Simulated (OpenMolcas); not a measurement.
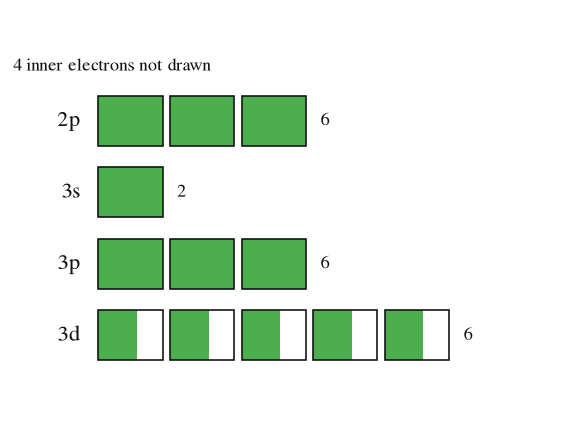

The outer shells of the leading configuration of the lowest level: a box for each of the 2l + 1 orbitals, shaded by the share of the shell that is filled, with the electron count at the right.

## Run report: Ni⁴⁺, multiconfigurational calculation (part 1 of 2)

System: Ni⁴⁺, among 5 point charges of −1.5 e at 1.88 Å, square pyramid (C4v), axial distortion 1.25, whose field is part of the energies.
Method: state-averaged CASSCF, active space 6 electrons in the shell 3d, basis ANO-RCC-VTZP, DKH2 scalar Hamiltonian, spin-orbit coupling by RASSI with atomic mean-field integrals (OpenMolcas).

Log (extracts):
```
--- SEWARD ---
Basis set label: NI.ANO-RCC...6S5P3D2F1G.

      Electronic valence basis set:
      ------------------
      Associated Effective Charge  28.000000 au
      Associated Actual Charge     28.000000 au
      Nuclear Model: Point charge

      Shell  nPrim  nBasis  Cartesian Spherical Contaminant
         s      21       6        X
         p      15       5        X
         d      10       3                 X
         f       6       2                 X
         g       4       1                 X
                  Relativistic Douglas-Kroll-Hess integrals:
                    - DKH order of Hamiltonian: 2
                    - DKH order of Properties : 0
                  Atomic mean-field integrals
--- RASSCF ---
Wave function specifications:
      -----------------------------

      Number of closed shell electrons          18
      Number of electrons in active shells       6
      Max number of holes in RAS1 space          0
      Max nr of electrons in RAS3 space          0
      Number of inactive orbitals                9
      Number of active orbitals                  5
      Number of secondary orbitals              45
      Spin quantum number                      2.0
      State symmetry                             1
Orbital specifications:
      -----------------------

      Symmetry species                           1
                                                 a
      Frozen orbitals                            0
      Inactive orbitals                          9
      Active orbitals                            5
      RAS1 orbitals                              0
      RAS2 orbitals                              5
      RAS3 orbitals                              0
      Secondary orbitals                        45
      Deleted orbitals                           0
      Number of basis functions                 59
      Number of CSFs                             5
      Number of root(s) required                 5
      Iter CI   SX   CI       RASSCF       Energy    max ROT     max BLB   max BLB  Level Ln srch  Step   QN
          iter iter root      energy       change     param      element    value   shift minimum  type update
 Nr of preliminary CI iterations:   1
      Total energies have been shifted. Add                -1000.00 au
        1   1   10    0  -522.21677782    0.00E+00   2.14E-01*  14  31 1  9.02E-01*  0.00   0.00    SX    NO
        2   1   12    0  -523.07952353   -8.63E-01* -4.83E-02    9  23 1  4.15E-01*  0.00   0.00    SX    NO
        3   1   11    0  -523.15572771   -7.62E-02* -3.06E-02    7  21 1 -1.46E-01*  0.00   0.00    SX    NO
        4   1   11    0  -523.16761162   -1.19E-02* -1.81E-02    9  23 1  9.44E-02*  0.00   0.00    SX    NO
        5   1   10    0  -523.17137509   -3.76E-03* -6.75E-03    7  21 1 -5.37E-02*  0.00   0.63    QN   YES
        6   1    8    0  -523.17343866   -2.06E-03*  3.12E-04    8  22 1 -1.71E-03*  0.00   1.04    QN   YES
        7   1    5    0  -523.17344153   -2.88E-06* -5.58E-06    9  23 1  4.85E-05   0.00   1.00    QN   YES
        8   1    4    0  -523.17344153   -1.55E-09  -1.86E-06    9  23 1  7.54E-06   0.00   1.06    QN   YES
      Convergence after  8 iterations
        9   1    4    0  -523.17344153   -4.25E-11  -1.86E-06   12  40 1 -1.03E-06   0.00   1.06    QN   YES
      Natural orbitals and occupation numbers for root  1
      sym 1:   1.000000   1.000000   2.000000   1.000000   1.000000
      Natural orbitals and occupation numbers for root  2
      sym 1:   1.000000   1.000000   2.000000   1.000000   1.000000
      Natural orbitals and occupation numbers for root  3
      sym 1:   1.000000   2.000000   1.000000   1.000000   1.000000
::    RASSCF root number  1 Total energy:  -1523.18412444
::    RASSCF root number  2 Total energy:  -1523.18120657
::    RASSCF root number  3 Total energy:  -1523.18120657
::    RASSCF root number  4 Total energy:  -1523.16420612
::    RASSCF root number  5 Total energy:  -1523.15646396
--- RASSCF ---
Wave function specifications:
      -----------------------------

      Number of closed shell electrons          18
      Number of electrons in active shells       6
      Max number of holes in RAS1 space          0
      Max nr of electrons in RAS3 space          0
      Number of inactive orbitals                9
      Number of active orbitals                  5
      Number of secondary orbitals              45
      Spin quantum number                      1.0
      State symmetry                             1
Orbital specifications:
      -----------------------

      Symmetry species                           1
                                                 a
      Frozen orbitals                            0
      Inactive orbitals                          9
      Active orbitals                            5
      RAS1 orbitals                              0
      RAS2 orbitals                              5
      RAS3 orbitals                              0
      Secondary orbitals                        45
      Deleted orbitals                           0
      Number of basis functions                 59
      Number of CSFs                            45
      Number of root(s) required                45
      Iter CI   SX   CI       RASSCF       Energy    max ROT     max BLB   max BLB  Level Ln srch  Step   QN
          iter iter root      energy       change     param      element    value   shift minimum  type update
 Nr of preliminary CI iterations:   1
      Total energies have been shifted. Add                -1000.00 au
        1   1   11    0  -522.96968668    0.00E+00   7.40E-03   14  31 1 -2.09E-02*  0.00   0.00    SX    NO
        2   1   10    0  -522.97022283   -5.36E-04* -2.26E-03    7  23 1 -1.53E-02*  0.00   0.00    SX    NO
        3   1    9    0  -522.97030011   -7.73E-05* -1.45E-03    7  23 1  7.15E-03*  0.00   0.00    SX    NO
        4   1    9    0  -522.97032607   -2.60E-05*  8.47E-04    7  23 1 -4.61E-03*  0.00   0.00    SX    NO
        5   1    8    0  -522.97033544   -9.37E-06* -3.20E-04    7  23 1  2.73E-03*  0.00   0.62    QN   YES
        6   1    4    0  -522.97034074   -5.30E-06*  7.47E-07   14  36 1  3.92E-06   0.00   1.00    QN   YES
        7   1    2    0  -522.97034074   -2.57E-11  -7.56E-08    6  17 1  7.38E-07   0.00   1.07    QN   YES
      Convergence after  7 iterations
        8   1    2    0  -522.97034074   -2.27E-13  -7.56E-08    6  17 1  2.03E-07   0.00   1.07    QN   YES
      Natural orbitals and occupation numbers for root  1
      sym 1:   1.618540   1.363206   0.983841   1.345055   0.689358
      Natural orbitals and occupation numbers for root  2
      sym 1:   1.345055   1.618540   1.363206   0.983841   0.689358
      Natural orbitals and occupation numbers for root  3
      sym 1:   1.592206   1.008524   1.008524   1.801725   0.589020
::    RASSCF root number  1 Total energy:  -1523.04888758
::    RASSCF root number  2 Total energy:  -1523.04888758
::    RASSCF root number  3 Total energy:  -1523.04670157
::    RASSCF root number  4 Total energy:  -1523.04477802
::    RASSCF root number  5 Total energy:  -1523.04472275
::    RASSCF root number  6 Total energy:  -1523.04472275
::    RASSCF root number  7 Total energy:  -1523.04432545
::    RASSCF root number  8 Total energy:  -1523.04093138
::    RASSCF root number  9 Total energy:  -1523.04078418
::    RASSCF root number 10 Total energy:  -1523.04078418
::    RASSCF root number 11 Total energy:  -1523.04073748
::    RASSCF root number 12 Total energy:  -1523.03020460
::    RASSCF root number 13 Total energy:  -1523.03020460
::    RASSCF root number 14 Total energy:  -1523.02739636
::    RASSCF root number 15 Total energy:  -1523.02620631
::    RASSCF root number 16 Total energy:  -1523.02302048
::    RASSCF root number 17 Total energy:  -1523.02094839
::    RASSCF root number 18 Total energy:  -1523.02094839
::    RASSCF root number 19 Total energy:  -1523.01910574
::    RASSCF root number 20 Total energy:  -1523.01910574
::    RASSCF root number 21 Total energy:  -1523.01847309
::    RASSCF root number 22 Total energy:  -1523.00900324
::    RASSCF root number 23 Total energy:  -1523.00722173
::    RASSCF root number 24 Total energy:  -1523.00722173
::    RASSCF root number 25 Total energy:  -1523.00684412
::    RASSCF root number 26 Total energy:  -1523.00210863
::    RASSCF root number 27 Total energy:  -1523.00210863
::    RASSCF root number 28 Total energy:  -1523.00198123
::    RASSCF root number 29 Total energy:  -1523.00020097
::    RASSCF root number 30 Total energy:  -1522.99983030
--- RASSCF ---
Wave function specifications:
      -----------------------------

      Number of closed shell electrons          18
      Number of electrons in active shells       6
      Max number of holes in RAS1 space          0
      Max nr of electrons in RAS3 space          0
      Number of inactive orbitals                9
      Number of active orbitals                  5
      Number of secondary orbitals              45
      Spin quantum number                      0.0
      State symmetry                             1
Orbital specifications:
      -----------------------

      Symmetry species                           1
                                                 a
      Frozen orbitals                            0
      Inactive orbitals                          9
      Active orbitals                            5
      RAS1 orbitals                              0
      RAS2 orbitals                              5
      RAS3 orbitals                              0
      Secondary orbitals                        45
      Deleted orbitals                           0
      Number of basis functions                 59
      Number of CSFs                            50
      Number of root(s) required                50
      Iter CI   SX   CI       RASSCF       Energy    max ROT     max BLB   max BLB  Level Ln srch  Step   QN
          iter iter root      energy       change     param      element    value   shift minimum  type update
 Nr of preliminary CI iterations:   1
      Total energies have been shifted. Add                -1000.00 au
        1   1   10    0  -522.86911832    0.00E+00   3.12E-03   14  31 1 -9.19E-03*  0.00   0.00    SX    NO
        2   1    9    0  -522.86925346   -1.35E-04* -9.39E-04    7  23 1 -7.65E-03*  0.00   0.00    SX    NO
        3   1    9    0  -522.86927270   -1.92E-05* -6.23E-04    7  23 1  3.61E-03*  0.00   0.00    SX    NO
        4   1    8    0  -522.86927927   -6.57E-06*  3.65E-04    7  23 1 -2.33E-03*  0.00   0.00    SX    NO
        5   1    8    0  -522.86928167   -2.40E-06*  1.38E-04    7  23 1  1.39E-03*  0.00   0.62    QN   YES
        6   1    3    0  -522.86928306   -1.38E-06* -2.49E-07    6  17 1  1.49E-06   0.00   1.00    QN   YES
        7   1    2    0  -522.86928306   -3.41E-12   3.24E-08    8  21 1 -3.49E-07   0.00   2.50    QN   YES
      Convergence after  7 iterations
        8   1    2    0  -522.86928306    2.73E-12   3.24E-08    9  25 1 -7.83E-08   0.00   2.50    QN   YES
      Natural orbitals and occupation numbers for root  1
      sym 1:   1.001161   1.001161   1.205128   1.990424   0.802125
      Natural orbitals and occupation numbers for root  2
      sym 1:   1.000098   1.000098   1.992520   1.165193   0.842090
      Natural orbitals and occupation numbers for root  3
      sym 1:   1.350745   1.622912   1.371685   0.988868   0.665790
::    RASSCF root number  1 Total energy:  -1522.98619619
::    RASSCF root number  2 Total energy:  -1522.98609977
::    RASSCF root number  3 Total energy:  -1522.98359905
::    RASSCF root number  4 Total energy:  -1522.98359905
::    RASSCF root number  5 Total energy:  -1522.98172577
::    RASSCF root number  6 Total energy:  -1522.97897915
::    RASSCF root number  7 Total energy:  -1522.97646903
::    RASSCF root number  8 Total energy:  -1522.97646903
::    RASSCF root number  9 Total energy:  -1522.97370217
::    RASSCF root number 10 Total energy:  -1522.97356609
::    RASSCF root number 11 Total energy:  -1522.97277695
::    RASSCF root number 12 Total energy:  -1522.97267704
::    RASSCF root number 13 Total energy:  -1522.97267704
::    RASSCF root number 14 Total energy:  -1522.96306917
::    RASSCF root number 15 Total energy:  -1522.96280707
::    RASSCF root number 16 Total energy:  -1522.96280707
::    RASSCF root number 17 Total energy:  -1522.96163215
::    RASSCF root number 18 Total energy:  -1522.96117138
::    RASSCF root number 19 Total energy:  -1522.95939202
::    RASSCF root number 20 Total energy:  -1522.95939202
::    RASSCF root number 21 Total energy:  -1522.95906707
::    RASSCF root number 22 Total energy:  -1522.95875288
::    RASSCF root number 23 Total energy:  -1522.93351159
::    RASSCF root number 24 Total energy:  -1522.92641934
::    RASSCF root number 25 Total energy:  -1522.91848845
::    RASSCF root number 26 Total energy:  -1522.91029856
::    RASSCF root number 27 Total energy:  -1522.91029856
::    RASSCF root number 28 Total energy:  -1522.89783724
::    RASSCF root number 29 Total energy:  -1522.88800634
::    RASSCF root number 30 Total energy:  -1522.88800634
```

(Continued in part 2.) Outcome of the run: converged.
